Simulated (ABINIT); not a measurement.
# Quasiparticle gap of BaTiO3 (P4mm) in ABINIT, part 3 of 3

Wanted: ground state, empty states, screening and self-energy for BaTiO3 (P4mm).

ABINIT 10.8.3; PBE and many-body steps on it, plane waves. Known limits of the many-body steps: not at the basis limit; no spin-orbit coupling; coarse k mesh.

So far. Step 3 (Bands along the symmetry lines): The gap is 1.851 eV, as in the run before at this level. Step 4 (Empty states on the mesh, 4×4×4 mesh, 85 bands): On this mesh the gap is 1.851 eV.

## Step 5: Screening, 4×4×4 mesh, 79 bands, screening to 106.1 eV

The RPA dielectric matrix is built and inverted for each q.

This step: RPA screening on PBE, plane waves, norm-conserving pseudopotentials.

run.abi reads:

```
acell 3*1.0 Angstrom
rprim 
  3.990480000000 0.000000000000 0.000000000000
  0.000000000000 3.990480000000 0.000000000000
  0.000000000000 0.000000000000 4.023030000000
ntypat 3
znucl 56 22 8
natom 5
typat 1 2 3 3 3
xred 
  0.000000000000 0.000000000000 0.000000000000
  0.500000000000 0.500000000000 0.522000000000
  0.500000000000 0.500000000000 0.979000000000
  0.500000000000 0.000000000000 0.488000000000
  0.000000000000 0.500000000000 0.488000000000
pp_dirpath "pseudos"
pseudos "Ba.upf, Ti.upf, O.upf"
ecut 38
ngkpt 4 4 4
nshiftk 1
shiftk 0 0 0
kptopt 1
chksymbreak 0
istwfk *1
occopt 1
irdwfk 1
optdriver 3
nband 79
ecuteps 3.9
inclvkb 2
awtr 1
symchi 1
indata_prefix "in"
outdata_prefix "out"
tmpdata_prefix "tmp"
```

Launch:

```console
> OMP_NUM_THREADS=1 mpirun -n 4 abinit run.abi > log
```

Numbers of over 12 decimals in the logs are rounded to 6 here.

Log:

```text
.Version 10.8.3 of ABINIT. v10.8.2 released Aug 2026.

 Symmetries : space group P4 m m (# 99); Bravais tP (primitive tetrag.)
[... echo of the input left out ...]
== DATASET  1 ==================================================================
-   mpi_nproc: 4, omp_nthreads: 1 (-1 if OMP is not activated)

--- !DatasetInfo
iteration_state: {dtset: 1, }
dimensions: {natom: 5, nkpt: 18, mband: 79, nsppol: 1, nspinor: 1, nspden: 1, mpw: 4868, }
cutoff_energies: {ecut:  38.0, pawecutdg:  -1.0, }
electrons: {nelect:   4.00000000E+01, charge:   0.00000000E+00, occopt:   1.00000000E+00, tsmear:   1.00000000E-02, }

 SCREENING: Calculation of the susceptibility and dielectric matrices

 Based on a program developped by R.W. Godby, V. Olevano, G. Onida, and L. Reining.
 Incorporated in ABINIT by V. Olevano, G.-M. Rignanese, and M. Torrent.
.Using double precision arithmetic ; gwpc =  8

[... cell and pseudopotentials left out ...]
--------------------------------------------------------------------------------

 ==== K-mesh for the wavefunctions ====
 Number of points in the irreducible wedge :    18
[... list of points left out ...]
 Together with  8 symmetry operations and time-reversal symmetry
 yields    64 points in the full Brillouin Zone.

 ==== Q-mesh for the screening function ====
 Number of points in the irreducible wedge :    18
[... list of points left out ...]
 Together with  8 symmetry operations and time-reversal symmetry
 yields    64 points in the full Brillouin Zone.

 setmesh: FFT mesh size selected  =    27x   27x   27
          total number of points  =        19683

 vcoul_init : cutoff-mode = AUXILIARY_FUNCTION
 q-points for optical limit:   1
     1)      0.000010    0.000020    0.000030

- screening: taking advantage of time-reversal symmetry
- Maximum band index for partially occupied states nbvw = 20
- Remaining bands to be divided among processors   nbcw = 59
- Number of bands treated by each node ~14

 Number of electrons calculated from density =   40.0000; Expected =   40.0000
 average of density, n =  0.092525
 r_s =    1.3716
 omega_plasma =   29.3417 [eV]

 calculating chi0 at frequencies [eV] :
  1    0.000000E+00    0.000000E+00
  2    0.000000E+00    2.934172E+01

--------------------------------------------------------------------------------
  q-point number  1        q = ( 0.000000, 0.000000, 0.000000) [r.l.u.]
--------------------------------------------------------------------------------
[... chi0 elements left out ...]
 For q-point:  0.000010 0.000020 0.000030
  dielectric constant =   5.8016
  dielectric constant without local fields =   6.4134

  Average fulfillment of the sum rule on Im[epsilon] for q-point    1 :     51.65  [%]
[... wings left out ...]
  q-point number  2        q = ( 0.250000, 0.000000, 0.000000) [r.l.u.]
--------------------------------------------------------------------------------
[... chi0 elements left out ...]
  Average fulfillment of the sum rule on Im[epsilon] for q-point    2 :     67.76  [%]

 [... 16 further q-points ...]
```

Elapsed: 76 s, on 4 MPI ranks of Arm Neoverse V2, shared host; peak memory 1.3 GiB.

This step gave:

```yaml
eps_infinity_with_local_fields_on_this_mesh_along_the_program_s_q_direction: 5.802
the_same_without_local_fields: 6.413
plasma_frequency: 29.34 eV
plane_waves_in_the_screening_matrix: 171
```

Local fields lower ε∞ by 10 %. On a Γ-centred mesh this coarse the value itself is usually too large, while a short band sum pulls it down.

## Step 6: Self-energy, 4×4×4 mesh, 79 bands, screening to 106.1 eV

The self-energy is evaluated for the states that the input lists, and the levels follow from it, in one-shot runs by the linearised quasiparticle equation.

This step: G0W0 on PBE, plane waves, norm-conserving pseudopotentials.

run.abi: that of step 5 with these lines changed.

```diff
@@ -26,8 +26,17 @@
 irdwfk 1
-optdriver 3
+optdriver 4
 nband 79
+gwcalctyp 0
+ecutsigx 38
+symsigma 1
+nkptgw 2
+kptgw 
+  0.5000000000 0.5000000000 0.5000000000
+  0.0000000000 0.0000000000 0.0000000000
+bdgw 
+  18 23
+  19 23
 ecuteps 3.9
-inclvkb 2
-awtr 1
-symchi 1
+irdscr 1
+ppmodel 1
 indata_prefix "in"
```

Log:

```text
.Version 10.8.3 of ABINIT. v10.8.2 released Aug 2026.

 Symmetries : space group P4 m m (# 99); Bravais tP (primitive tetrag.)
[... echo of the input left out ...]
== DATASET  1 ==================================================================
-   mpi_nproc: 4, omp_nthreads: 1 (-1 if OMP is not activated)

--- !DatasetInfo
iteration_state: {dtset: 1, }
dimensions: {natom: 5, nkpt: 18, mband: 79, nsppol: 1, nspinor: 1, nspden: 1, mpw: 4868, }
cutoff_energies: {ecut:  38.0, pawecutdg:  -1.0, }
electrons: {nelect:   4.00000000E+01, charge:   0.00000000E+00, occopt:   1.00000000E+00, tsmear:   1.00000000E-02, }

 SIGMA: Calculation of the GW corrections

 Based on a program developped by R.W. Godby, V. Olevano, G. Onida, and L. Reining.
 Incorporated in ABINIT by V. Olevano, G.-M. Rignanese, and M. Torrent.
.Using double precision arithmetic ; gwpc =  8

[... cell and pseudopotentials left out ...]
--------------------------------------------------------------------------------

 ==== K-mesh for the wavefunctions ====
 Number of points in the irreducible wedge :    18
[... list of points left out ...]
 Together with  8 symmetry operations and time-reversal symmetry
 yields    64 points in the full Brillouin Zone.

 ==== Q-mesh for screening function ====
 Number of points in the irreducible wedge :    18
[... list of points left out ...]
 Together with  8 symmetry operations and time-reversal symmetry
 yields    64 points in the full Brillouin Zone.

 vcoul_init : cutoff-mode = AUXILIARY_FUNCTION
 q-points for optical limit:   1
     1)      0.000010    0.000020    0.000030
 setmesh: FFT mesh size selected  =    45x   45x   45
          total number of points  =        91125

 Number of electrons calculated from density =   40.0000; Expected =   40.0000
 average of density, n =  0.092525
 r_s =    1.3716
 omega_plasma =   29.3417 [eV]

 === KS Band Gaps ===
  >>>> For spin  1
   Minimum direct gap =   2.2217 [eV], located at k-point      :   0.0000  0.0000  0.0000
   Fundamental gap    =   1.8512 [eV], Top of valence bands at :   0.5000  0.5000  0.5000
                                       Bottom of conduction at :   0.0000  0.0000  0.0000
 SIGMA fundamental parameters:
 PLASMON POLE MODEL  1
 number of plane-waves for SigmaX                 4865
 number of plane-waves for SigmaC and W            171
 number of plane-waves for wavefunctions          4865
 number of bands                                    79
 number of independent spin polarizations            1
 number of spinorial components                      1
 number of k-points in IBZ                          18
 number of q-points in IBZ                          18
 number of symmetry operations                       8
 number of k-points in BZ                           64
 number of q-points in BZ                           64
 number of frequencies for dSigma/dE                 9
 frequency step for dSigma/dE [eV]                0.25
 number of omega for Sigma on real axis              0
 max omega for Sigma on real axis  [eV]           0.00
 zcut for avoiding poles [eV]                     0.10

 EPSILON^-1 parameters (SCR file):
 dimension of the eps^-1 matrix on file            171
 dimension of the eps^-1 matrix used               171
 number of plane-waves for wavefunctions          4865
 number of bands                                    79
 number of q-points in IBZ                          18
 number of frequencies                               2
 number of real frequencies                          1
 number of imag frequencies                          1

 matrix elements of self-energy operator (all in [eV])

 Perturbative Calculation

--- !SelfEnergy_ee
iteration_state: {dtset: 1, }
kpoint     : [   0.500,    0.500,    0.500, ]
spin       : 1
KS_gap     :    4.248
QP_gap     :    6.169
Delta_QP_KS:    1.922
data: !SigmaeeData |
     Band     E0 <VxcDFT>   SigX SigC(E0)      Z dSigC/dE  Sig(E)    E-E0       E
       18   6.542 -19.963 -24.993   5.221   0.767  -0.304 -19.817   0.146   6.688
       19   6.542 -19.963 -24.993   5.221   0.767  -0.304 -19.817   0.146   6.688
       20   6.718 -20.008 -25.051   5.272   0.766  -0.306 -19.832   0.175   6.893
       21  10.965 -21.853 -13.090  -5.951   0.746  -0.341 -19.756   2.097  13.063
       22  10.977 -21.854 -13.211  -5.787   0.746  -0.340 -19.723   2.131  13.108
       23  10.977 -21.854 -13.211  -5.787   0.746  -0.340 -19.723   2.131  13.108

--- !SelfEnergy_ee
iteration_state: {dtset: 1, }
kpoint     : [   0.000,    0.000,    0.000, ]
spin       : 1
KS_gap     :    2.222
QP_gap     :    3.811
Delta_QP_KS:    1.590
data: !SigmaeeData |
     Band     E0 <VxcDFT>   SigX SigC(E0)      Z dSigC/dE  Sig(E)    E-E0       E
       19   6.347 -20.006 -24.534   4.746   0.772  -0.296 -19.838   0.168   6.515
       20   6.347 -20.006 -24.534   4.746   0.772  -0.296 -19.838   0.168   6.515
       21   8.569 -18.775 -11.365  -5.165   0.783  -0.277 -17.018   1.757  10.326
       22   8.936 -19.060 -12.059  -4.726   0.781  -0.280 -17.283   1.778  10.714
       23   8.936 -19.060 -12.059  -4.726   0.781  -0.280 -17.283   1.778  10.714

== END DATASET(S) ==============================================================
================================================================================

 -outvars: echo values of variables after computation  --------
           etotal      0.0000000000E+00
            nband          79
             nkpt          18
          spgroup          99
 [... the other variables as echoed above ...]

 Calculation completed.
```

The job ended after 9.2 s (4 MPI ranks; peak memory 1.2 GiB; 36 s of CPU time).

This step gave:

```yaml
g0w0_gap_on_the_points_computed: 3.433 eV
starting_gap_on_the_mesh: 1.851 eV
k_of_the_valence_top: 0.5, 0.5, 0.5
k_of_the_conduction_bottom: 0, 0, 0
z_at_the_valence_top: 0.766
z_at_the_conduction_bottom: 0.783
least_direct_g0w0_gap_on_the_computed_points: 3.811 eV
```

The gap on the mesh goes from 1.85 eV to 3.43 eV, a correction of +1.58 eV.

Limits: finite bands, cutoff and mesh; no spin-orbit coupling; coarse k mesh. v1 is the top filled band, c1 the lowest empty one. The levels before and after the correction (eV, zero at the valence-band top of each column):

```tsv
	conduction bottom	valence top
Kohn-Sham	1.85	0.00
G0W0	3.43	0.00
```

```tsv
	level	energy (eV)
Kohn-Sham	(0.5 0.5 0.5) v3-v2	-0.176
Kohn-Sham	(0.5 0.5 0.5) v1	0.000
Kohn-Sham	(0.5 0.5 0.5) c1	4.247
Kohn-Sham	(0.5 0.5 0.5) c2-c3	4.259
Kohn-Sham	Γ v2-v1	-0.371
Kohn-Sham	Γ c1	1.851
Kohn-Sham	Γ c2-c3	2.219
G0W0	(0.5 0.5 0.5) v3-v2	-0.205
G0W0	(0.5 0.5 0.5) v1	0.000
G0W0	(0.5 0.5 0.5) c1	6.170
G0W0	(0.5 0.5 0.5) c2-c3	6.215
G0W0	Γ v2-v1	-0.378
G0W0	Γ c1	3.433
G0W0	Γ c2-c3	3.821
```

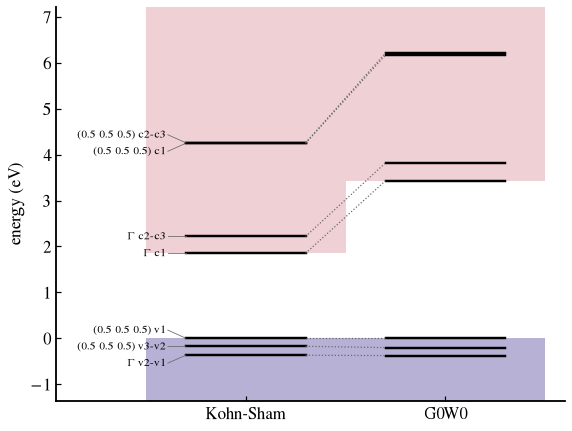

Levels before and after the correction. Shaded: valence and conduction bands.

## Step 7: Where the time went

Times are wall times on 4 MPI ranks of Arm Neoverse V2, shared host, good to a factor of about two.

```tsv
step	time	share	memory (GiB)
ground state	71 s	24 %	0.38
bands along the symmetry lines	84 s	29 %	0.41
empty states on the mesh	52 s	18 %	0.39
screening	76 s	26 %	1.3
self-energy	9.2 s	3 %	1.2
```

## Step 8: What came out

```
PBE gap              : 1.85 eV, indirect
G0W0 gap on the mesh : 3.43 eV
GW settings          : 4×4×4 mesh, 79 bands, screening to 106.1 eV, Godby-Needs plasmon pole
known limits         : not at the basis limit; no spin-orbit coupling; coarse k mesh
```

G0W0 moves the gap on the mesh from 1.85 eV to 3.43 eV (+1.58 eV), with Z of 0.77 and 0.78 at the edges. Local fields lower the RPA ε∞ on this mesh from 6.41 to 5.80; a Γ-centred mesh this coarse tends to raise both, most where the direct gap is narrow, while a short band sum lowers them. Only 2 of the mesh's irreducible points were corrected, so a valley elsewhere could overtake. Bands and cutoff are finite, so the gap is not at the basis limit. The miss can reach some tenths of an eV and take either sign; the mesh is an error of its own. In the G0W0 run levels were corrected at 2 k points alone, so a gap called «on the mesh» is the least over those, and an edge elsewhere would be missed. The 4×4×4 mesh is coarse for this cell, which bears on the long-range parts of exchange and screening. The many-body steps are scalar-relativistic: spin-orbit coupling is not in them.

[Paths, hosts, dates, memory and timing lines, banners, echoed tables and standing remarks are left out of the program output.]

[Logs are printed without paths, hosts, clocks, repeated set-up lines and the standing remarks that a program may print on its own settings, such as how far it seeks lower states.]

[Runs of the session that timed out or met a known fault of the program may be left out.]

[Hosts, paths, dates, database ids (printed as entryN), source tags and the programs' standing remarks are cut or masked in the printed files.]

[G0W0 gaps are taken among the corrected bands and points alone; a level outside them can change the order at an edge.]

[Where Ansatz stands beside ABINIT at settings called matched, ABINIT's density can come from a denser mesh and the files from another edition; pairs whose starting gaps differed by over 0.03 eV were left out, so agreement reads better than it is.]
